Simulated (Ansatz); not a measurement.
# USVWN5/STO-3G run of N2H3 (hydrazinyl radical)

Aim: the energy change on altering one bond length of N2H3 (hydrazinyl radical) at USVWN5/STO-3G, from 2 runs. 

Program for the calculation: Ansatz 0.2.0.

34 further runs of the same task are left out: 34 set aside as unsound or not needed.

## Step 1: The structure to begin with

The species is N2H3 (5 atoms), meant as a doublet with charge 0. SMILES: `[NH]N`. Geometry: relaxed at GFN2-xTB. This is one conformer, not always the lowest.

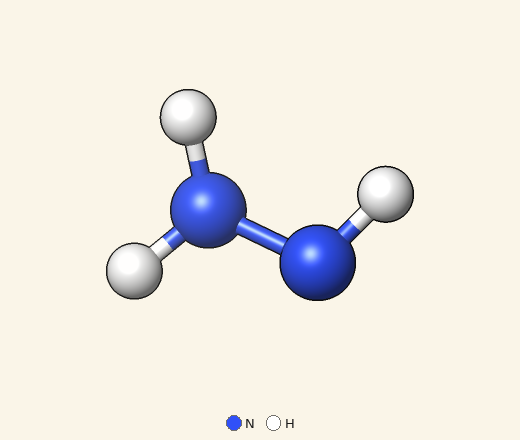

The structure, seen from a chosen angle (nitrogen blue, hydrogen white).

## Step 2: A single-point energy at USVWN5/STO-3G

File job.yaml:

```yaml
crystal:
  periodic: [false, false, false]
  atoms:
    - {symbol: "N", position_ang: [-0.174970, -0.805480, 0.447260]}
    - {symbol: N, position_ang: [-0.126270, 0.251970, -0.365880]}
    - {symbol: H, position_ang: [0.751750, -0.989150, 0.831090]}
    - {symbol: H, position_ang: [-1.043070, 0.577800, -0.638700]}
    - {symbol: H, position_ang: [0.592550, 0.964850, -0.273770]}
basis:
  gaussian: {orbitals: STO-3G}
magnetization: {spin_polarized: true, initial_magnetization: 1}
hamiltonian: {xc: {name: SVWN5}}
accuracy: high
```

Command:

```
$ ansatz run job.yaml --threads 1 --pin off --max-ram 2610MiB --events-out events.jsonl --progress --plain --runs-dir runs
```

The log of the run:

```text
Warning: RAYON_NUM_THREADS=1 ignored (pool sized by the plan → 1); use --threads N
Functional definition: SVWN5
  name "SVWN5"
  exchange = slater_x
  correlation = vwn5_c
209 factors; integrals over basis functions are off by at most 1.2e-8 eV
mean field evaluation 1: about -2959.9408 eV, gradient 1.1e1 eV
mean field evaluation 2: about -2959.0914 eV, gradient 1.7e1 eV
mean field evaluation 4: about -2960.8917 eV, gradient 6.1e-1 eV
mean field evaluation 8: about -2960.8553 eV, gradient 2.6e-3 eV
mean field evaluation 16: about -2960.8553 eV, gradient 1.0e-7 eV
mean field -2960.85529989 eV, -108.8094253312 hartree, gradient 2.1e-8 eV, S^2 0.750798; 0 other end points of the search recorded, 0 dependent functions left out
reference -2960.85530157 eV, -108.8094253928 hartree; 9, 8 occupied and 4, 5 virtual orbitals, 209 factors
Total energy: -2960.85530157 eV, -108.8094253928 hartree
```

Run time: 0.77 s. Hardware: 1 thread of Arm Neoverse V1, shared host; peak memory 0.094 GiB.

## Step 3: The distorted shape

File run.yaml:

```yaml
crystal:
  periodic: [false, false, false]
  atoms:
    - {symbol: "N", position_ang: [-0.406672, -0.759558, 0.351293]}
    - {symbol: N, position_ang: [-0.357972, 0.297892, -0.461847]}
    - {symbol: H, position_ang: [0.751750, -0.989150, 0.831090]}
    - {symbol: H, position_ang: [-1.274772, 0.623722, -0.734667]}
    - {symbol: H, position_ang: [0.360848, 1.010772, -0.369737]}
basis:
  gaussian:
    orbitals: STO-3G
magnetization:
  spin_polarized: true
  initial_magnetization: 1
hamiltonian:
  xc: {name: SVWN5}
accuracy: high
```

Command:

```
$ ansatz run run.yaml --threads 1 --pin off --max-ram 2610MiB --events-out events.jsonl --progress --plain --runs-dir runs
```

The log of the run:

```text
Warning: RAYON_NUM_THREADS=1 ignored (pool sized by the plan → 1); use --threads N
[... 4 set-up lines as earlier in the session ...]
209 factors; integrals over basis functions are off by at most 1.3e-8 eV
mean field evaluation 1: about -2959.6206 eV, gradient 1.1e1 eV
mean field evaluation 2: about -2958.4494 eV, gradient 1.7e1 eV
mean field evaluation 4: about -2960.4882 eV, gradient 5.2e-1 eV
mean field evaluation 8: about -2960.4351 eV, gradient 7.3e-3 eV
mean field evaluation 16: about -2960.4351 eV, gradient 2.2e-7 eV
mean field -2960.43511524 eV, -108.7939838301 hartree, gradient 5.2e-8 eV, S^2 0.751732; 0 other end points of the search recorded, 0 dependent functions left out
reference -2960.43511691 eV, -108.7939838914 hartree; 9, 8 occupied and 4, 5 virtual orbitals, 209 factors
Total energy: -2960.43511691 eV, -108.7939838914 hartree
```

Run time: 0.75 s. Hardware: 1 thread of Arm Neoverse V1, shared host; peak memory 0.094 GiB.

## Step 4: What came out

Level: USVWN5/STO-3G.

| quantity | value |
| --- | --- |
| first shape: total energy | -108.80943 Eh |
| first shape: ⟨S²⟩ | 0.751 |
| distorted shape: total energy | -108.79398 Eh |
| distorted shape: ⟨S²⟩ | 0.752 |
| energy change with the N1–H3 bond stretched from 1.020 to 1.275 Å | 0.420 eV |

In words: With the N1–H3 bond stretched from 1.020 to 1.275 Å the energy rises by 0.42 eV (9.7 kcal/mol). The first shape isn't relaxed at this level, so the change isn't measured from a minimum. The minimal basis adds a large error of its own.
